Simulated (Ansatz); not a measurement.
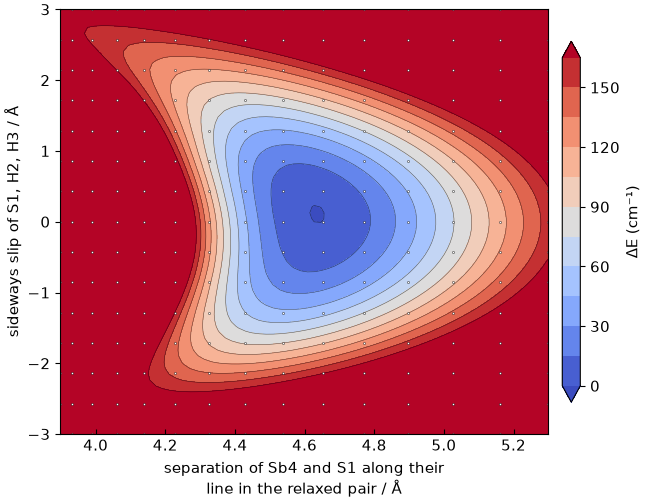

The pair H₂S···H₃Sb. 
- First axis: separation of Sb4 and S1 along their line in the relaxed pair. Second axis: sideways slip of S1, H2, H3.
- Nothing is relaxed (both partners rigid).
- The scan uses a 15 × 15 grid.
- Points are written as (first, second).
- All energies are given in cm⁻¹ relative to the lowest grid point.
- Theory: RKS PBE0-D4/def2-TZVPD (Ansatz).

In the figure: filled contours, dots at the grid points, one colour for all values above the top of the scale. Between grid points the surface is interpolated.

> Estimate the position of the minimum and the force constants in these coordinates.

The interpolated minimum is at the first coordinate ≈ 4.636 Å, sideways slip of S1, H2, H3 ≈ 0.11 Å. The curvatures there are about 0.2 eV/Å² and 0.0063 eV/Å², with a cross term of about 0.0067 eV/Å². Round the minimum the valley is somewhat tilted: raising the first coordinate shifts the best value of sideways slip of S1, H2, H3 downwards (coupling k₁₂/√(k₁₁k₂₂) about 0.2). (1 eV is 8066 cm⁻¹.)
